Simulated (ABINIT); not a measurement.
# Quasiparticle gap of Ca2H6Os (Fm-3m) in ABINIT, part 3 of 3

Aim: the G0W0 gap of Ca2H6Os (Fm-3m) on PBEsol, step by step.

ABINIT 10.8.3; PBEsol and many-body steps on it, plane waves. Known limits of the many-body steps: not at the basis limit; no spin polarisation; d states lean on the start; no spin-orbit coupling; coarse k mesh.

So far. Step 4 (Empty states on the mesh, 2×2×2 mesh, 91 bands): On this mesh the gap is 2.604 eV. Step 5 (Screening, 2×2×2 mesh, 83 bands, screening to 106.1 eV): Local fields lower ε∞ by 17 %. On a Γ-centred mesh this coarse the value itself is usually too large, while a short band sum pulls it down.

## 6. Self-energy, 2×2×2 mesh, 83 bands, screening to 106.1 eV

The self-energy is evaluated for the states that the input lists, and the levels follow from it, in one-shot runs by the linearised quasiparticle equation.

This step: G0W0 on PBEsol, plane waves, norm-conserving pseudopotentials.

The input, run.abi:

```
acell 3*1.0 Angstrom
rprim 
  -0.000000000000 3.614821300000 3.614821300000
  3.614821300000 -0.000000000000 3.614821300000
  3.614821300000 3.614821300000 -0.000000000000
ntypat 3
znucl 20 1 76
natom 9
typat 1 1 2 2 2 2 2 2 3
xred 
  0.250000000000 0.250000000000 0.250000000000
  0.750000000000 0.750000000000 0.750000000000
  0.762819760000 0.237180240000 0.237180240000
  0.237180240000 0.762819760000 0.762819760000
  0.237180240000 0.762819760000 0.237180240000
  0.762819760000 0.237180240000 0.762819760000
  0.237180240000 0.237180240000 0.762819760000
  0.762819760000 0.762819760000 0.237180240000
  0.000000000000 0.000000000000 0.000000000000
pp_dirpath "pseudos"
pseudos "Ca.upf, H.upf, Os.upf"
ecut 33
ngkpt 2 2 2
nshiftk 1
shiftk 0 0 0
kptopt 1
chksymbreak 0
istwfk *1
occopt 1
irdwfk 1
optdriver 4
nband 83
gwcalctyp 0
ecutsigx 33
symsigma 1
nkptgw 2
kptgw 
  0.5000000000 0.5000000000 0.0000000000
  0.0000000000 0.0000000000 0.0000000000
bdgw 
  20 23
  19 23
ecuteps 3.9
irdscr 1
ppmodel 1
indata_prefix "in"
outdata_prefix "out"
tmpdata_prefix "tmp"
```

Started as:

```
> OMP_NUM_THREADS=1 mpirun -n 4 abinit run.abi > log
```

Numbers of over 12 decimals in the logs are rounded to 6 here.

Log:

```text
.Version 10.8.3 of ABINIT. v10.8.2 released Aug 2026.

 Symmetries : space group Fm -3 m (#225); Bravais cF (face-center cubic)
[... echo of the input left out ...]
== DATASET  1 ==================================================================
-   mpi_nproc: 4, omp_nthreads: 1 (-1 if OMP is not activated)

--- !DatasetInfo
iteration_state: {dtset: 1, }
dimensions: {natom: 9, nkpt: 3, mband: 83, nsppol: 1, nspinor: 1, nspden: 1, mpw: 5817, }
cutoff_energies: {ecut:  33.0, pawecutdg:  -1.0, }
electrons: {nelect:   4.20000000E+01, charge:   0.00000000E+00, occopt:   1.00000000E+00, tsmear:   1.00000000E-02, }

 SIGMA: Calculation of the GW corrections

 Based on a program developped by R.W. Godby, V. Olevano, G. Onida, and L. Reining.
 Incorporated in ABINIT by V. Olevano, G.-M. Rignanese, and M. Torrent.
.Using double precision arithmetic ; gwpc =  8

[... cell and pseudopotentials left out ...]
--------------------------------------------------------------------------------

 ==== K-mesh for the wavefunctions ====
 Number of points in the irreducible wedge :     3
[... list of points left out ...]
 Together with 48 symmetry operations and time-reversal symmetry
 yields     8 points in the full Brillouin Zone.

 ==== Q-mesh for screening function ====
 Number of points in the irreducible wedge :     3
[... list of points left out ...]
 Together with 48 symmetry operations and time-reversal symmetry
 yields     8 points in the full Brillouin Zone.

 vcoul_init : cutoff-mode = AUXILIARY_FUNCTION
 q-points for optical limit:   1
     1)      0.000010    0.000020    0.000030
 setmesh: FFT mesh size selected  =    50x   50x   50
          total number of points  =       125000

 Number of electrons calculated from density =   42.0000; Expected =   42.0000
 average of density, n =  0.065881
 r_s =    1.5360
 omega_plasma =   24.7592 [eV]

 === KS Band Gaps ===
  >>>> For spin  1
   Minimum direct gap =   2.6043 [eV], located at k-point      :   0.5000  0.5000  0.0000
   Fundamental gap    =   2.6043 [eV], Top of valence bands at :   0.5000  0.5000  0.0000
                                       Bottom of conduction at :   0.5000  0.5000  0.0000
 SIGMA fundamental parameters:
 PLASMON POLE MODEL  1
 number of plane-waves for SigmaX                 5817
 number of plane-waves for SigmaC and W            259
 number of plane-waves for wavefunctions          5817
 number of bands                                    83
 number of independent spin polarizations            1
 number of spinorial components                      1
 number of k-points in IBZ                           3
 number of q-points in IBZ                           3
 number of symmetry operations                      48
 number of k-points in BZ                            8
 number of q-points in BZ                            8
 number of frequencies for dSigma/dE                 9
 frequency step for dSigma/dE [eV]                0.25
 number of omega for Sigma on real axis              0
 max omega for Sigma on real axis  [eV]           0.00
 zcut for avoiding poles [eV]                     0.10

 EPSILON^-1 parameters (SCR file):
 dimension of the eps^-1 matrix on file            259
 dimension of the eps^-1 matrix used               259
 number of plane-waves for wavefunctions          5817
 number of bands                                    83
 number of q-points in IBZ                           3
 number of frequencies                               2
 number of real frequencies                          1
 number of imag frequencies                          1

 matrix elements of self-energy operator (all in [eV])

 Perturbative Calculation

--- !SelfEnergy_ee
iteration_state: {dtset: 1, }
kpoint     : [   0.500,    0.500,    0.000, ]
spin       : 1
KS_gap     :    2.604
QP_gap     :    3.836
Delta_QP_KS:    1.232
data: !SigmaeeData |
     Band     E0 <VxcDFT>   SigX SigC(E0)      Z dSigC/dE  Sig(E)    E-E0       E
       20   4.616 -17.054 -19.640   3.180   0.799  -0.252 -16.580   0.474   5.090
       21   4.616 -17.054 -19.640   3.180   0.799  -0.252 -16.580   0.474   5.090
       22   7.221 -13.746  -8.661  -3.028   0.829  -0.206 -12.040   1.706   8.927
       23   8.171 -12.329  -6.155  -3.738   0.831  -0.203 -10.304   2.025  10.195

--- !SelfEnergy_ee
iteration_state: {dtset: 1, }
kpoint     : [   0.000,    0.000,    0.000, ]
spin       : 1
KS_gap     :    4.543
QP_gap     :    6.528
Delta_QP_KS:    1.985
data: !SigmaeeData |
     Band     E0 <VxcDFT>   SigX SigC(E0)      Z dSigC/dE  Sig(E)    E-E0       E
       19   4.447 -16.649 -19.388   3.180   0.799  -0.252 -16.297   0.352   4.799
       20   4.447 -16.649 -19.388   3.180   0.799  -0.252 -16.297   0.352   4.799
       21   4.447 -16.649 -19.388   3.180   0.799  -0.252 -16.297   0.352   4.799
       22   8.990 -14.735  -8.063  -3.825   0.821  -0.218 -12.398   2.337  11.327
       23   8.990 -14.735  -8.063  -3.825   0.821  -0.218 -12.398   2.337  11.327

== END DATASET(S) ==============================================================
================================================================================

 -outvars: echo values of variables after computation  --------
           etotal      0.0000000000E+00
            nband          83
             nkpt           3
          spgroup         225
 [... the other variables as echoed above ...]

 Calculation completed.
```

The job ended after 4.9 s (4 MPI ranks of Arm Neoverse V2, shared host; peak memory 0.74 GiB).

This step gave:

| Item | Value |
| --- | --- |
| G0W0 gap on the points computed | 3.837 eV |
| starting gap on the mesh | 2.604 eV |
| k of the valence top | 0.5, 0.5, 0 |
| k of the conduction bottom | 0.5, 0.5, 0 |
| Z at the valence top | 0.799 |
| Z at the conduction bottom | 0.829 |
| least direct G0W0 gap on the computed points | 3.837 eV |

The gap on the mesh goes from 2.60 eV to 3.84 eV, a correction of +1.23 eV.

Limits: finite bands, cutoff and mesh; no spin polarisation; d states lean on the start; no spin-orbit coupling; coarse k mesh. v1 is the top filled band, c1 the lowest empty one. The levels before and after the correction (eV, zero at the valence-band top of each column):

```tsv
	conduction bottom	valence top
Kohn-Sham	2.60	0.00
G0W0	3.84	0.00
```

```tsv
	level	energy (eV)
Kohn-Sham	(0.5 0.5 0) v2-v1	0.000
Kohn-Sham	(0.5 0.5 0) c1	2.604
Kohn-Sham	(0.5 0.5 0) c2	3.554
G0W0	(0.5 0.5 0) v2-v1	0.000
G0W0	(0.5 0.5 0) c1	3.837
G0W0	(0.5 0.5 0) c2	5.105
```

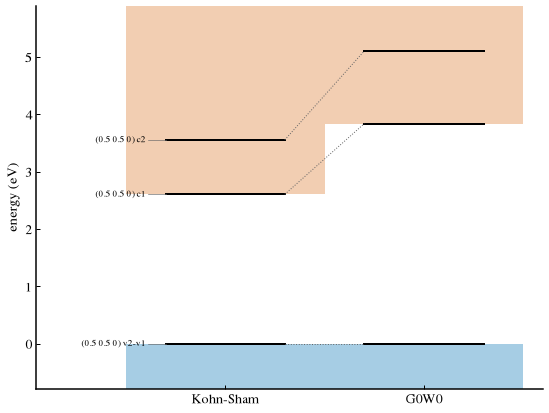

Levels before and after the correction. Shaded: valence and conduction bands.

## 7. Where the time went

Times are wall times on 4 MPI ranks of Arm Neoverse V2, shared host, good to a factor of about two.

```tsv
step	time	share	memory (GiB)
ground state	32 s	34 %	0.4
bands along the symmetry lines	34 s	36 %	0.37
empty states on the mesh	14 s	15 %	0.34
screening	8.7 s	9 %	1.1
self-energy	4.9 s	5 %	0.74
```

## 8. Outcome

| Property | Result |
| --- | --- |
| PBEsol gap | 2.60 eV, indirect (only 9 meV under the direct gap) |
| G0W0 gap on the mesh | 3.84 eV |
| GW settings | 2×2×2 mesh, 83 bands, screening to 106.1 eV, Godby-Needs plasmon pole |
| known limits | not at the basis limit; no spin polarisation; d states lean on the start; no spin-orbit coupling; coarse k mesh |

What this shows: G0W0 moves the gap on the mesh from 2.60 eV to 3.84 eV (+1.23 eV), with Z of 0.80 and 0.83 at the edges. Local fields lower the RPA ε∞ on this mesh from 5.72 to 4.73; a Γ-centred mesh this coarse tends to raise both, most where the direct gap is narrow, while a short band sum lowers them. Only 2 of the mesh's irreducible points were corrected, so a valley elsewhere could overtake. Bands and cutoff are finite, so the gap is not at the basis limit. The miss can reach some tenths of an eV and take either sign; the mesh is an error of its own. In the G0W0 run levels were corrected at 2 k points alone, so a gap called «on the mesh» is the least over those, and an edge elsewhere would be missed. The 2×2×2 mesh is coarse for this cell, which bears on the long-range parts of exchange and screening. The runs have no spin polarisation. For a closed low-spin shell that is the natural state; where a d or f shell is open it is a constraint, and the gap is then not the crystal's own. With d states at the gap, one-shot GW leans hard on its start. The many-body steps are scalar-relativistic: spin-orbit coupling is not in them.

[Paths, hosts, dates, memory and timing lines, banners, echoed tables and standing remarks are left out of the program output.]

[Logs are printed without paths, hosts, clocks, repeated set-up lines and the standing remarks that a program may print on its own settings, such as how far it seeks lower states.]

[Runs of the session that timed out or met a known fault of the program may be left out.]

[Hosts, paths, dates, database ids (printed as entryN), source tags and the programs' standing remarks are cut or masked in the printed files.]

[G0W0 gaps are taken among the corrected bands and points alone; a level outside them can change the order at an edge.]

[Where Ansatz stands beside ABINIT at settings called matched, ABINIT's density can come from a denser mesh and the files from another edition; pairs whose starting gaps differed by over 0.03 eV were left out, so agreement reads better than it is.]
